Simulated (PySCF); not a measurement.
# C₅H₈AlCl: what the fields show

Input file:

```
{"job": {"kind": "nmr", "xc": "PBE0", "basis": "pcSseg-1"}, "charge": 0, "multiplicity": 1}
Cl     1.652690     2.641753     0.584286
Al     1.631370     0.704826    -0.024332
C      0.882579    -0.913511     0.897601
C     -0.494217    -0.908620     0.214426
C     -0.395435    -0.410082    -1.201700
C     -1.017398     0.747945    -0.931812
C     -1.289386     0.393772     0.497602
H      2.433129     0.406788    -1.309311
H      1.422249    -1.809759     0.562411
H      0.749681    -1.027191     1.979459
H     -1.054236    -1.836026     0.357981
H     -0.028093    -0.874233    -2.100903
H     -1.326136     1.588671    -1.530367
H     -0.828552     1.047127     1.245825
H     -2.342659     0.256529     0.736922
```

Command:

```sh
OMP_NUM_THREADS=1 python probes_run.py task.json out
```

Geometry: GFN2-xTB.

The calculation used PBE0/pcSseg-1, SCF density, gas phase, non-relativistic (PySCF).

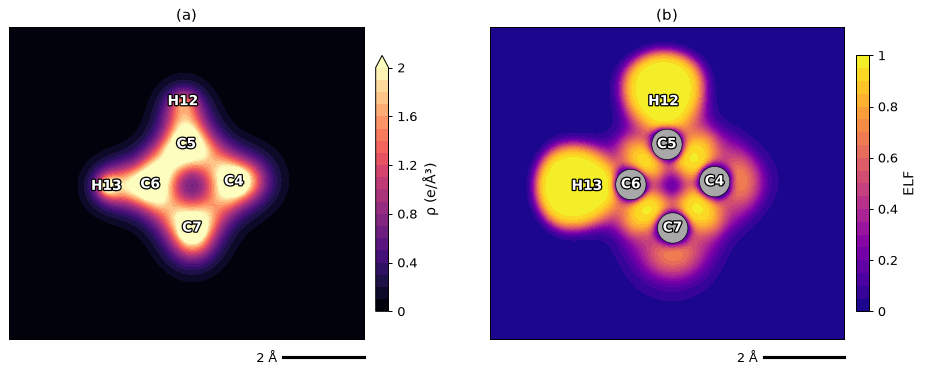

Figure 1. (a) electron density; (b) electron localisation function on the plane of atoms C4, C7 and C6. Grey discs cover the atomic cores in the ELF map.

**What does the map show?**

- Atoms in the plane: C and H.
- C–C (1.34 Å): ρ is about 2.3 e/Å³ halfway; the ELF peaks at about 0.90 between the atoms: a multiple bond.
- C–H (1.08 Å): ρ is about 2 e/Å³ halfway; the ELF climbs to about 1 towards the hydrogen, as it does in any bond to H; a covalent bond by its length.
- C–C (1.50 Å): ρ is about 1.7 e/Å³ halfway; the ELF peaks at about 0.95 between the atoms: localised, covalent bonding.
- C–C (1.55 Å): ρ is about 1.6 e/Å³ halfway; the ELF peaks at about 0.95 between the atoms (localised, covalent bonding).

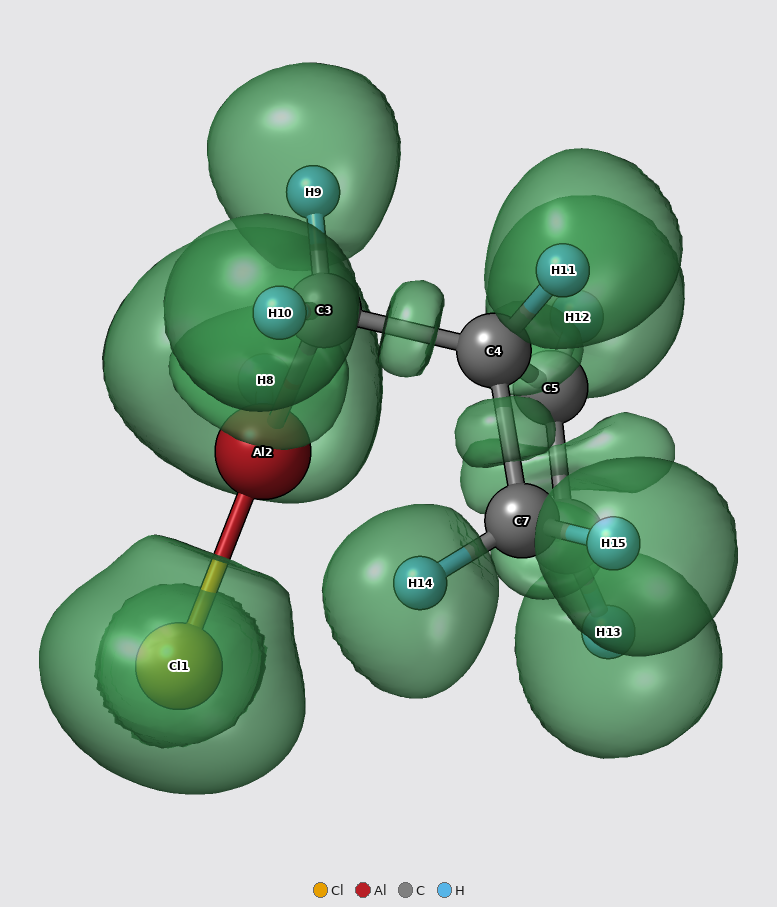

Figure 2. Isosurface of the ELF at 0.8 (green), seen at an oblique angle. Core shells and regions of very low density are left out.

**Identify the bonds, lone pairs and shells in this picture.**

The ELF exceeds this value in five regions between bonded C–C atoms (shared pairs), eight regions around hydrogen nuclei, one region on Cl in which the atom's valence shell and bonds are merged and one region wrapped around Al (its valence shell). Profiles from the grid: C–Al (2.01 Å): the ELF peaks at about 0.95 between the atoms (a shared but strongly polarised pair).

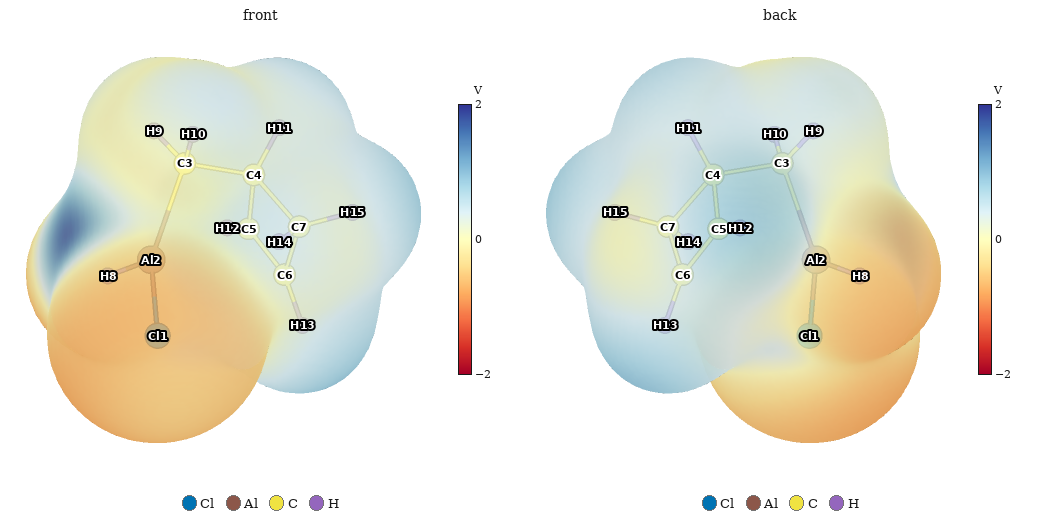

Figure 3. The molecular electrostatic potential painted on the density surface at 0.001 e/bohr³, seen from the front and from behind; the colour scale runs from red (negative) to blue (positive).

**Describe the electrostatic potential map.**

The most negative region (about −0.8 V) lies over Cl1 and H8, the most positive (about +1.5 V) over Al2.

**How polar is the molecule by this calculation?**

Its dipole moment is 2.89 D.
